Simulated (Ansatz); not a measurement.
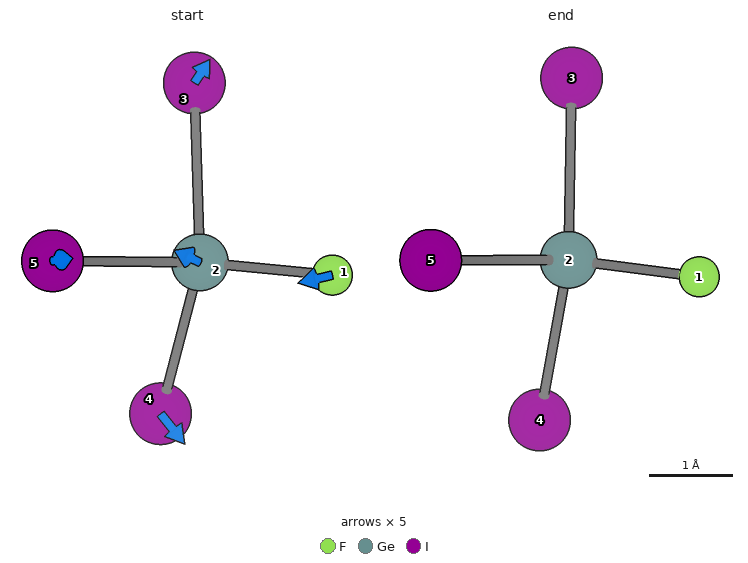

The structure of GeI3F (coarse preliminary run) before (left) and after (right) a relaxation, at one scale. The blue arrows give the displacements, magnified 5 times.

Style: ball-and-stick. Shown from a free direction.

The start comes from a force field.

Computed with RKS PBE-D4/def2-SVP in Ansatz. Settings: force threshold 0.03 eV/Å; at most 200 steps.

Q: Summarise the run.

A: The largest move after the best rigid fit is that of I4, 0.098 Å. Largest moves by element: I 0.098 Å, F 0.090 Å, Ge 0.079 Å. Among the contacts that change: Ge2–I4 2.473 → 2.519 Å, Ge2–I5 2.540 → 2.519 Å, F1–Ge2 1.759 → 1.752 Å, Ge2–I3 2.515 → 2.519 Å. Among the angles between lasting bonds that change: F1–Ge2–I4 111.7° → 107.0°, F1–Ge2–I5 110.8° → 106.9°, I3–Ge2–I4 108.2° → 111.9°. After 2 accepted moves (3 points after the start) the energy has fallen by 5.12 kJ/mol. Largest force component: 0.57 eV/Å at the start, 0.03 eV/Å at the end. The line search rejected the trial step at point 1 of the run. The run took 14 s on 4 threads of Intel Xeon @ 2.50GHz, with other jobs on the host.
